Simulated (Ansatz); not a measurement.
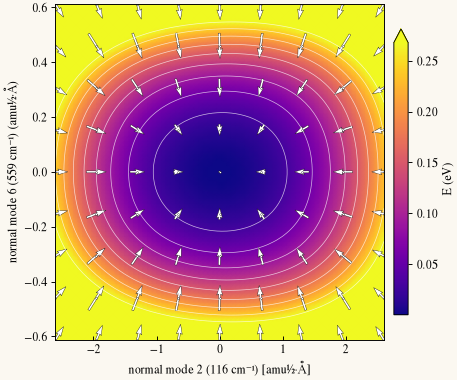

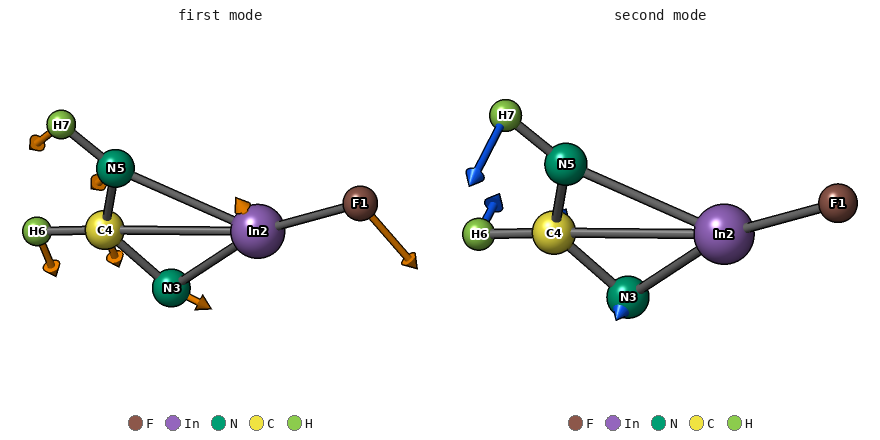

Energy landscape of CH₂FInN₂. First axis: normal mode 2 (116 cm⁻¹). Second axis: normal mode 6 (559 cm⁻¹). Nothing is relaxed (straight displacements along the two mass-weighted modes). The grid has 9 × 9 points; 71 points were computed and 10 follow by symmetry. Points are written as (first, second). Energies are in eV, from the relaxed molecule at the same level. These are results of RKS BHLYP-D4/def2-SVP (Ansatz), not measurements.

Drawn: a smooth colour map with a few white contour lines, dots at the grid points, arrows along the force (downhill), their lengths compressed, one colour for all values above the top of the scale. Between grid points the surface is interpolated. The second picture is the structure at the lowest point

### Summarise what can be read from the map.

The lowest grid point is at (0.00 amu½·Å, 0.000 amu½·Å), 0.000 eV from the relaxed molecule at the same level. It is the only kind of minimum in the scanned range. The highest grid point, (−2.61 amu½·Å, −0.613 amu½·Å), lies 0.652 eV above the lowest.

The values on the grid:

| normal mode 6 (559 cm⁻¹) ↓, normal mode 2 (116 cm⁻¹) → | −2.61 | −1.96 | −1.30 | −0.65 | 0.00 | 0.65 | 1.30 | 1.96 | 2.61 |
| --- | --- | --- | --- | --- | --- | --- | --- | --- | --- |
| 0.613 | 0.652 | 0.518 | 0.433 | 0.386 | 0.366 | 0.369 | 0.398 | 0.464 | 0.579 |
| 0.460 | 0.444 | 0.315 | 0.235 | 0.192 | 0.175 | 0.182 | 0.214 | 0.281 | 0.396 |
| 0.307 | 0.320 | 0.195 | 0.119 | 0.080 | 0.066 | 0.075 | 0.108 | 0.177 | 0.292 |
| 0.153 | 0.259 | 0.137 | 0.064 | 0.026 | 0.014 | 0.024 | 0.059 | 0.128 | 0.243 |
| 0.000 | 0.241 | 0.120 | 0.048 | 0.011 | 0.000 | 0.011 | 0.046 | 0.115 | 0.230 |
| −0.153 | 0.259 | 0.137 | 0.064 | 0.026 | 0.014 | 0.024 | 0.059 | 0.128 | 0.243 |
| −0.307 | 0.320 | 0.195 | 0.119 | 0.079 | 0.066 | 0.074 | 0.108 | 0.177 | 0.292 |
| −0.460 | 0.444 | 0.314 | 0.235 | 0.192 | 0.175 | 0.181 | 0.214 | 0.281 | 0.396 |
| −0.613 | 0.652 | 0.518 | 0.433 | 0.386 | 0.365 | 0.368 | 0.398 | 0.464 | 0.578 |

The whole map (71 points run) took 9.9 min on 1 thread of Arm Neoverse V1, on a shared host.
